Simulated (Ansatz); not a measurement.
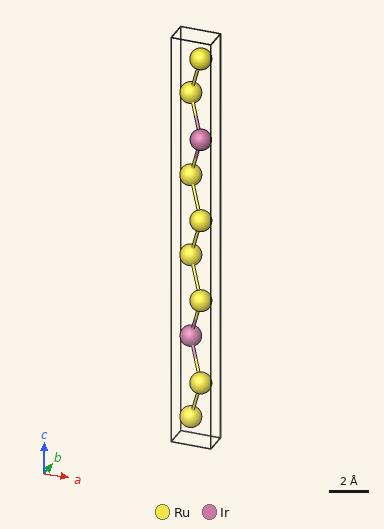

Ball-and-stick representation of a periodic structure, projected slightly off an axis. The edges of the conventional unit cell are marked.

IrRu$_{4}$, space group P6_3/mmc (No. 194), a = 2.727 Å, b = 2.727 Å, c = 21.592 Å, α = 90.00°, β = 90.00°, γ = 120.00°. The structure comes from a structure type filled with these elements by a generator (whether the compound takes this form wasn't checked). Earlier steps of the study, as a rule a relaxation of our own, may have changed the cell and positions, so they can lie some per cent off the listed ones. It was the input of a calculation with Ansatz.

This one geometry was computed with Ansatz (DFT, plane waves, PAW) at three levels of theory: r2SCAN, LDA and PBE.

Which level gives the highest pressure at this volume, and what does that say about its equilibrium volume?

Answer. Highest: PBE (0.0 GPa), which points to the largest equilibrium volume. Lowest, with the smallest volume: LDA (-16.5 GPa). Levels within 0.5 GPa of each other can't be told apart.

How does the band gap change with the level of theory?

Answer. All levels give a metal.

Collect the results in a table.

Answer.
| level | cutoff (eV) | k-mesh of the run's cell | gap (eV) | pressure (GPa) |
| --- | --- | --- | --- | --- |
| r2SCAN | 500 | 18×18×2 | metal | -6.7 |
| LDA | 420 | 18×18×2 | metal | -16.5 |
| PBE | 420 | 18×18×2 | metal | 0.0 |

Gaps are taken on the k-mesh or band path of each run.
